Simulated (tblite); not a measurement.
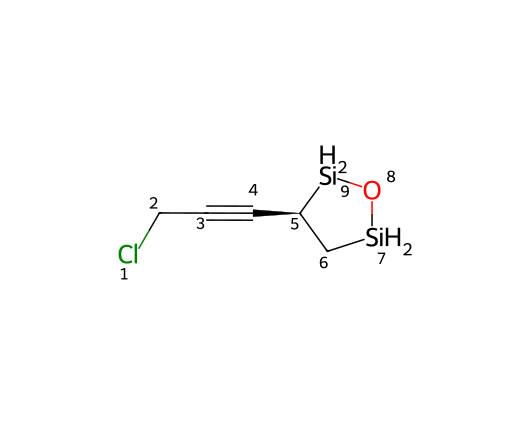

A structural formula, with wedges where it has stereocentres; small numbers name the atoms. The configuration is that of a computed structure (GFN2-xTB).

What are the Cahn–Ingold–Prelog descriptors?

C5: R.

Write the isomeric SMILES.

ClCC#C[C@@H]1C[SiH2]O[SiH2]1
